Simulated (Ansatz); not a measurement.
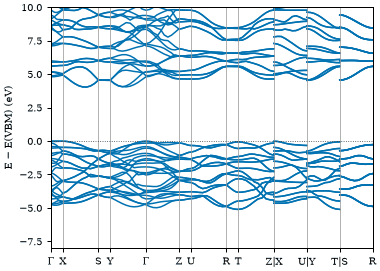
*Band structure from the program Ansatz at the r²SCAN level (PAW)*

The gap is 4.02 eV; an edge lies off the plotted path or next to a special point (maximum at Γ, minimum off the standard path).

The material is ZrO2 in space group Pnma (No. 62; Zr on 4c, O on 4c, O on 4c).

The workflow started from a Materials Project entry (that database holds measured and hypothetical structures alike); the Crystallography Open Database copy checked does not list it. It is not the phase usual at ambient conditions (space group No. 14). The r²SCAN relaxation kept the symmetry of its start; whether a distortion lowers the energy is not shown. The run is not spin-polarised. Scalar-relativistic: spin–orbit coupling is off unless named, which matters more the heavier the elements.

Potentials: the later of the program's two PAW sets.
